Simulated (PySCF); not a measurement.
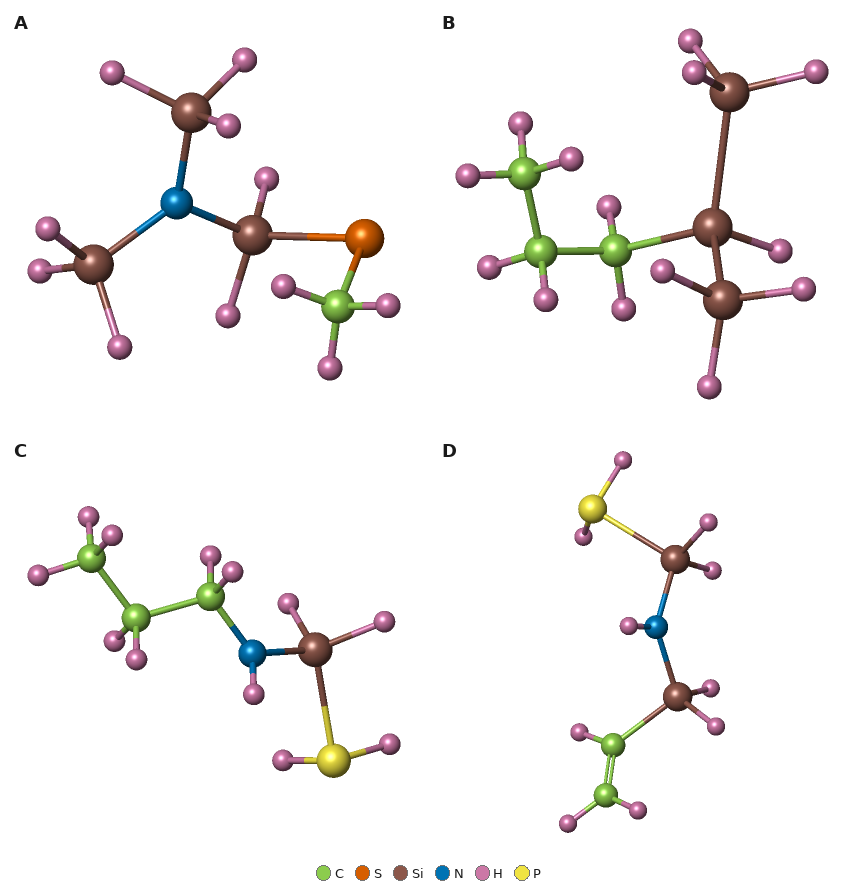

(Drawn from a calculation with PySCF.)

Q: Match each picture to its SMILES.
(1) C=C[SiH2]N[SiH2]P
(2) CCC[SiH]([SiH3])[SiH3]
(3) CCCN[SiH2]P
(4) CS[SiH2]N([SiH3])[SiH3]

A: A is (4), B is (2), C is (3), D is (1).
